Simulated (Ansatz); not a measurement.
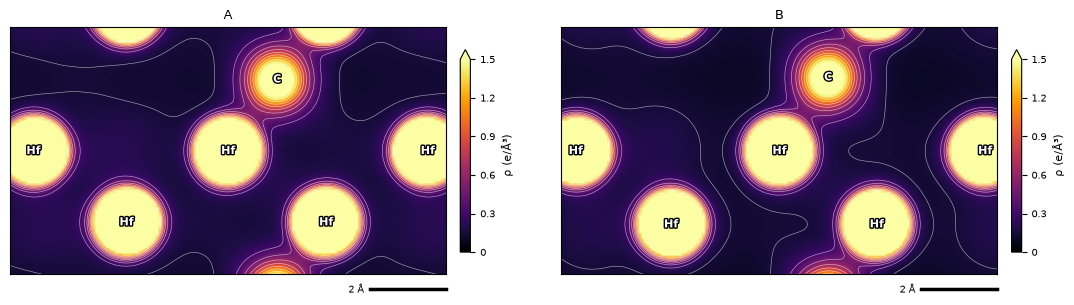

Hf$_{4}$C. The valence pseudo-density of two cells that differ in size and shape, on the (110) plane of each (indices in the axes of the calculation cell), at one length scale and on one colour scale; one has 18.9 and the other 20.8 Å³ an atom.

Method: Ansatz, DFT PBE, scalar-relativistic, plane waves, PAW.

Core electrons are frozen (PAW), and the valence fields are smoothed inside the atomic spheres.

**Which is the denser cell? Describe the effect of the change.**

Panel A is the smaller cell, by 9 % in volume. From the larger cell to the smaller, Hf–Hf goes from 3.16 to 3.08 Å, and the density at its midpoint from 0.18 to 0.2 e/Å³; Hf–C goes from 2.32 to 2.27 Å, and the density at its midpoint from 0.5 to 0.55 e/Å³; the pressure goes from −10 to 0.0 GPa.
